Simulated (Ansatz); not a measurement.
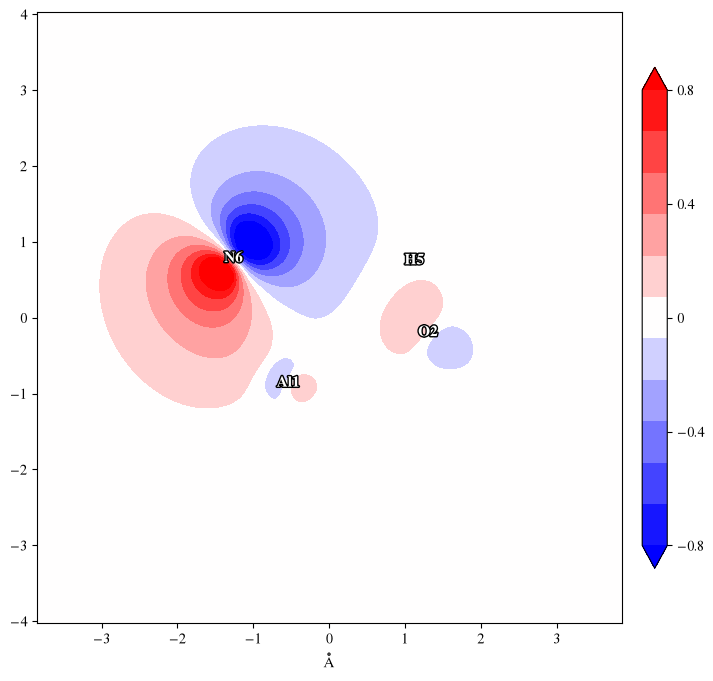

Figure 1: AlCl2H4NO. The HOMO on the plane of atoms O2, Al1 and N6 (values in Å⁻³ᐟ²; the overall sign is arbitrary).

The product side of a reaction path; geometry: PBE0-D4/def2-TZVP.

Level of theory: RKS PBE0-D4/def2-TZVPP (Ansatz 0.2.0).

Input file:

```
crystal:
  periodic: [false, false, false]
  atoms:
    - {symbol: Al, position_ang: [-0.226447, -0.671663, 0.232856]}
    - {symbol: O, position_ang: [-1.166050, 1.007257, -0.149742]}
    - {symbol: Cl, position_ang: [-0.846800, -1.762695, -1.481351]}
    - {symbol: Cl, position_ang: [-0.982825, -1.283135, 2.098976]}
    - {symbol: H, position_ang: [-0.398911, 1.569121, -0.351689]}
    - {symbol: N, position_ang: [1.398917, 0.084381, 0.165098]}
    - {symbol: H, position_ang: [-1.746894, 0.979988, -0.919866]}
    - {symbol: H, position_ang: [1.945574, 0.200658, 1.005329]}
    - {symbol: H, position_ang: [2.023536, -0.124111, -0.599710]}
basis:
  gaussian: {orbitals: def2-TZVPP}
hamiltonian: {xc: pbe0, dispersion: d4}
output: {orbitals: {seedname: orbitals}}
```

Run with:

```sh
ansatz run in.yaml --threads 4 --pin off --events-out ev --progress --plain --max-ram 9574MiB
```

What is the character of this orbital?

By Hirshfeld shares it lies mainly on N6 (about 70 %); largely a lone pair of N6. Its energy is −7.53 eV.
